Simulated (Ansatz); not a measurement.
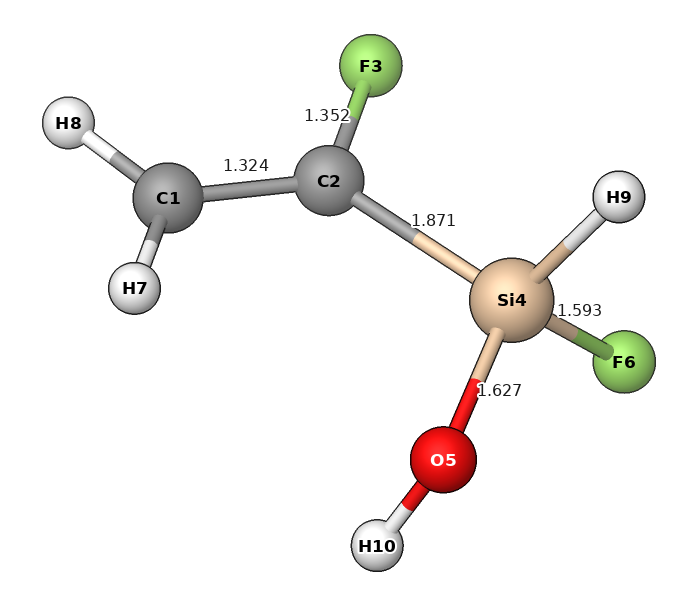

Bond lengths are marked in Å; every bond is drawn as one stick. Computed geometry: PBE0-D4/def2-TZVP optimisation.

Assign a bond order to each marked bond.

C1–C2 double; C2–F3 single; C2–Si4 single; Si4–O5 single; Si4–F6 single.

Give the structure as SMILES.

C=C(F)[Si@@H](O)F
